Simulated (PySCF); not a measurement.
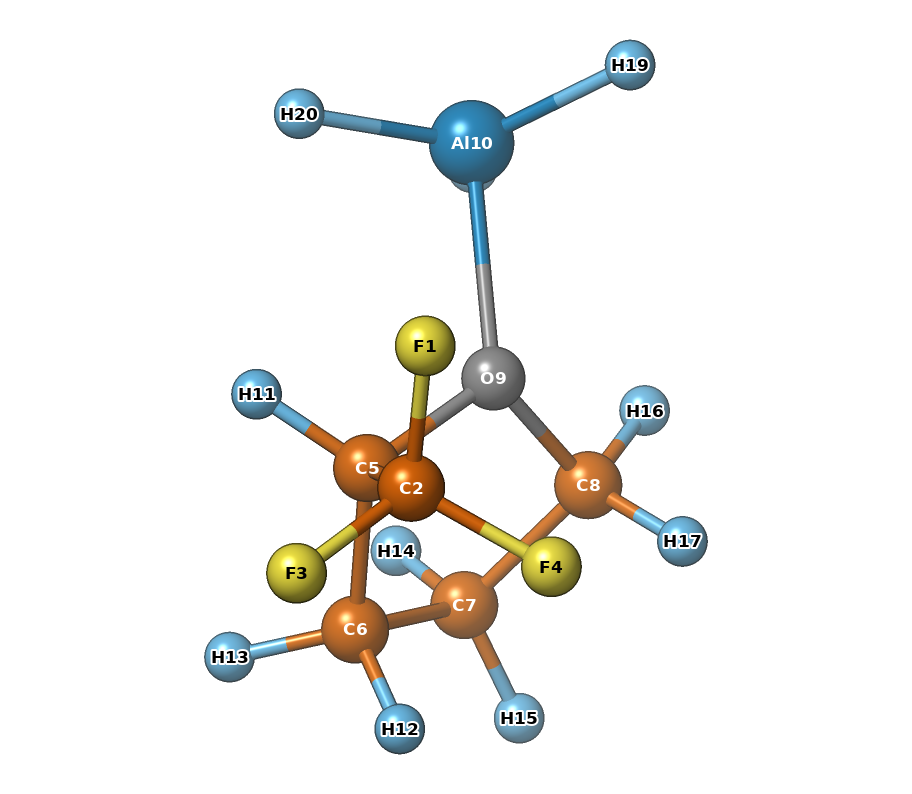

C5 lies behind C2. The molecule seen a little off the C2–C5 bond, C2 in front. Depth is shown by fading: the farther an atom, the more it takes the colour of the background. The geometry was computed by an optimisation with PBE0-D3(BJ)/def2-SVP. No frequency run is at hand to confirm it as a minimum.

**What is the torsion angle F1–C2–C5–O9? The sign is positive where the front bond must turn clockwise to cover the back bond.**

61°, synclinal (gauche). The bonds about C2–C5 are staggered.
